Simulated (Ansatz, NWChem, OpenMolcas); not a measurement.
# Computed against measured: dipole moment

6 molecules holding an element from Na to Cl; the dipole moment in D, computed less measured. Shapes, held fixed at every level: measured bond length; PF3, CH3Cl, SiH3Cl from PBE0-D4/def2-TZVP. No vibrational averaging. Dipoles are compared by magnitude; molecules under 1 D, whose direction can flip, are left out. Programs: Ansatz 0.2.0, NWChem 7.3.0, OpenMolcas 26.06. A level may come from different programs for different species; with the same settings they agree closely. Measured values: NIST CCCBDB.

Levels: A = HF/def2-SVP; B = PBE0/STO-3G; C = B3LYP/6-31G* (spherical functions); D = PBE0/def2-SVP.

```tsv
molecule	measured	A	B	C	D
CS (carbon monosulfide)	1.98	-0.49	-0.53	-0.41	-0.18
PN (phosphorus nitride)	2.75	+0.21	-0.84	-0.30	-0.21
SiS (SMILES [Si-]#[S+])	1.73	+0.36	-0.54	+0.01	-0.21
PF3 (phosphorus trifluoride)	1.03	+0.52	-0.33	-0.06	+0.07
CH3Cl (SMILES CCl)	1.87	+0.22	+0.23	+0.14	+0.01
SiH3Cl (chlorosilane)	1.31	+0.26	+1.29	+0.37	+0.06
```

Task: Which level does best on this set, which worst, and which err to one side?

Result: 
| level | kind | mean error | mean absolute error | worst case |
| --- | --- | --- | --- | --- |
| HF/def2-SVP | Hartree–Fock | +0.180 | 0.343 | PF3 |
| PBE0/STO-3G | global hybrid | -0.120 | 0.627 | SiH3Cl |
| B3LYP/6-31G* (spherical functions) | global hybrid | -0.042 | 0.215 | CS |
| PBE0/def2-SVP | global hybrid | -0.077 | 0.123 | PN |

On this set PBE0/def2-SVP has the smallest mean absolute error and PBE0/STO-3G the largest. HF/def2-SVP is too high in 5 of 6; PBE0/STO-3G is too low in 4 of 6. The levels differ in basis as well as in method. The set is small.

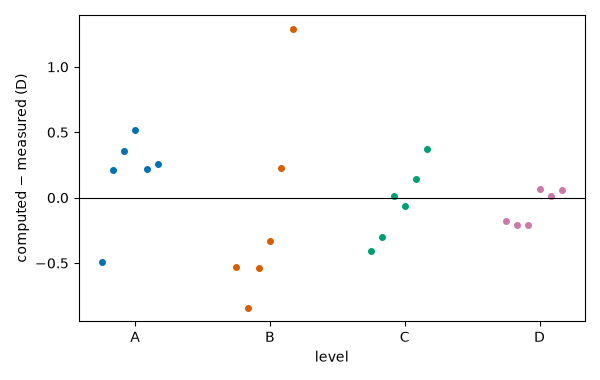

Errors of each level, one point a molecule.
